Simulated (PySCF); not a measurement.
**H$_{4}$W (W(H)4) (triplet): density, localisation and related maps**

Input file:

```
mol = gto.M(atom='''
W      0.17611    -0.17611     0.00000
H      1.67968     0.80740     0.00000
H     -0.24964     1.44829     0.00000
H     -1.44829     0.24964    -0.00000
H     -0.80740    -1.67968    -0.00000''',
    basis={'W': 'def2-SVP', 'H': 'def2-SVP'},
    ecp={'W': 'def2-SVP'},
    charge=0, spin=2)
mf = dft.UKS(mol, xc='PBE0')
mf.grids.atom_grid = (75, 302)  # f atoms: at least (60, 302), unpruned
mf = mf.density_fit()  # W def2-universal-JKFIT, H def2-universal-JKFIT
mf.conv_tol = 1e-09; mf.max_cycle = 55
mf.kernel(dm0)
```

Launched as:

```sh
OMP_NUM_THREADS=2 python run.py
```

Core potentials replace the inner electrons of W.

These are results of PySCF 2.14.0, UKS PBE0, W def2-SVP with ECP60, H def2-SVP; non-relativistic Hamiltonian with scalar-relativistic core potentials where named; density fitting, not measurements.

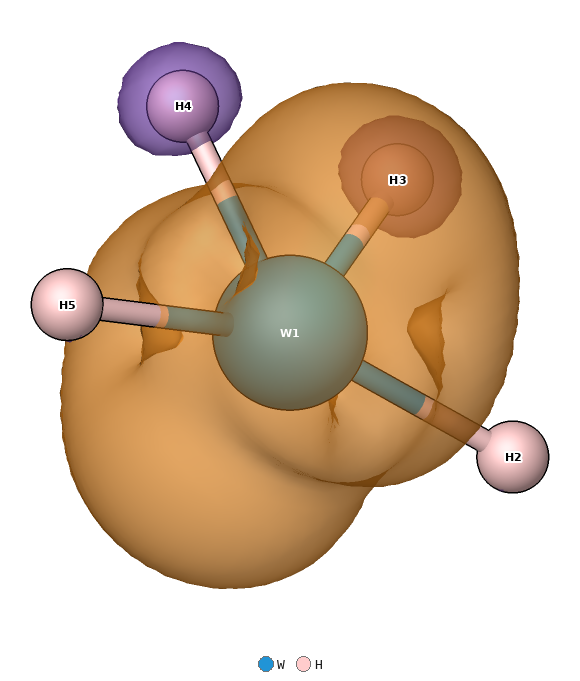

Figure 1. Isosurfaces of the spin density (α minus β) at +0.03 (orange) and −0.03 e/Å³ (purple), seen at a tilt.

Q: Where is the unpaired spin?

A: The unpaired spin (2 electrons) lies mostly on W1 (about 2.0), in electrons by Hirshfeld's partition.

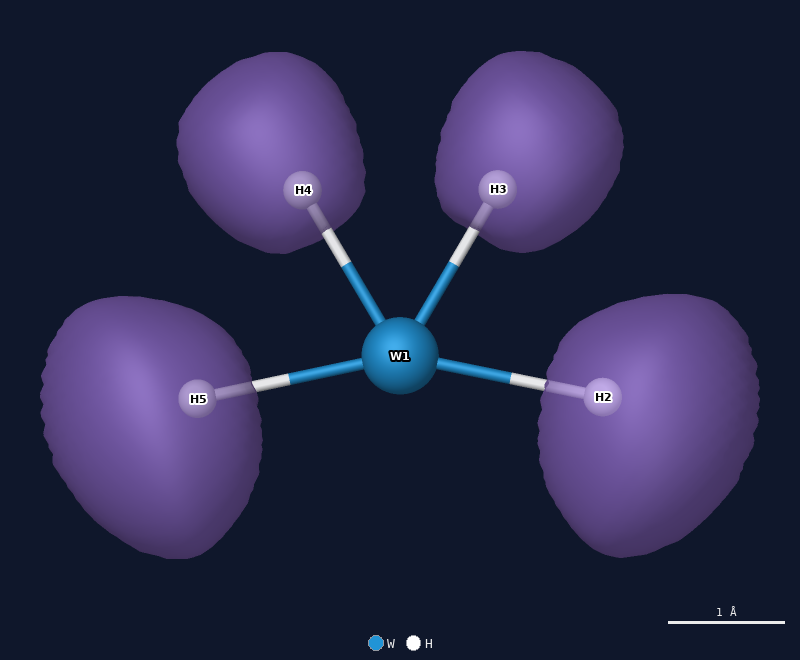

Figure 2. Isosurface of the ELF at 0.85 (purple), seen across its widest extent. Core shells and regions of very low density are left out.

Q: What do the ELF domains correspond to?

A: The ELF exceeds this value in four regions around hydrogen nuclei. Profiles from the grid: W–H (1.68 Å): the ELF climbs to about 1 towards the hydrogen.

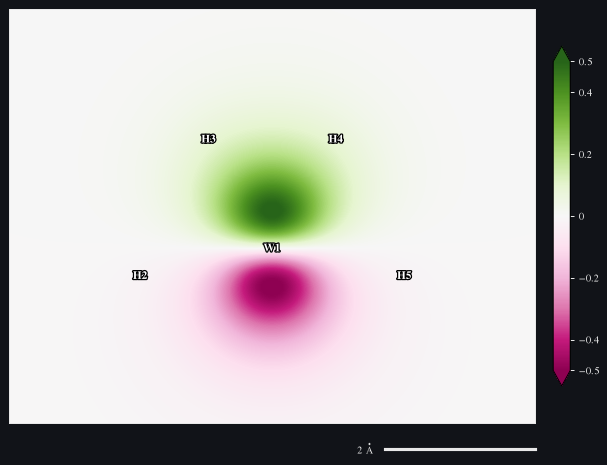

Figure 3. The HOMO−1 (α) on a plane 0.8 Å above the molecular plane (values in Å⁻³ᐟ²; the overall sign is arbitrary).

Q: What is the character of this orbital?

A: Its weight (Hirshfeld) is mainly on W1 (about 95 %). Its energy is −7.62 eV.

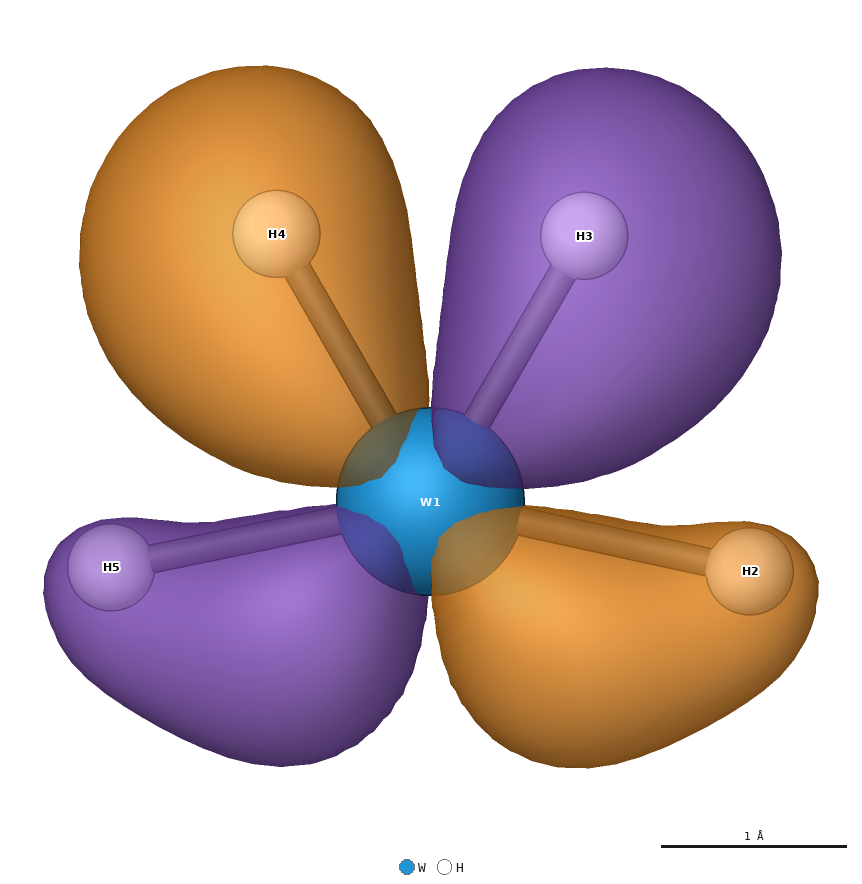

Figure 4. The HOMO−1 (β) at ±0.1 Å⁻³ᐟ² (orange and purple are the two phases), seen at a tilt.

Q: What is the character of this orbital?

A: Its weight (Hirshfeld) is mainly on W1 (about 55 %), H3 (about 20 %) and H4 (about 20 %). Its energy is −8.68 eV.
